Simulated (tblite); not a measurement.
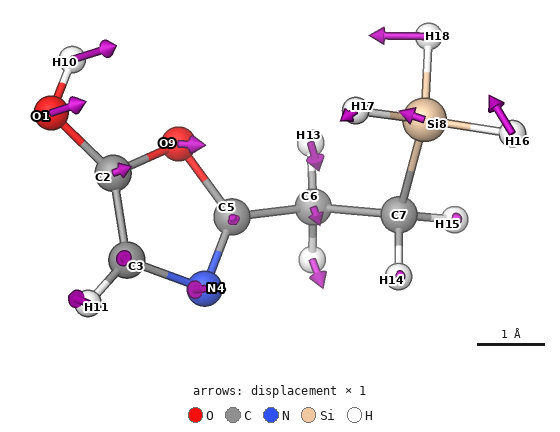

This is a relaxation of C₅H₉NO₂Si. The starting structure is drawn; purple arrows show the displacements, at their true length. The two geometries are superimposed by the best rigid fit.

The picture is a ball-and-stick view, seen at a tilt.

Theory: tblite, GFN2-xTB geometry optimisation, gas phase. 

Q: Atoms of which element are displaced furthest, and by how much?

A: Hydrogen: up to 1.03 Å, against 0.70 Å for oxygen.

Q: What did the optimiser do to the structure, and how much energy did it gain?

A: The largest move after the best rigid fit is that of an H atom, 1.03 Å. By element the largest moves are H 1.03 Å, O 0.70 Å, N 0.53 Å, Si 0.43 Å, C 0.33 Å. Among the contacts that change: C–N 1.333 → 1.288 Å, C–Si 1.873 → 1.906 Å, H–Si 1.486 → 1.464 Å, H–O 0.985 → 0.965 Å. Bond angles that change, for instance: C–O–H 103.3° → 109.0°, O–C–O 114.5° → 119.3°, O–C–C 135.7° → 132.2°. Groups turn about C–C by about 35°. After 160 geometry steps the energy has fallen by 5.27 kcal/mol.
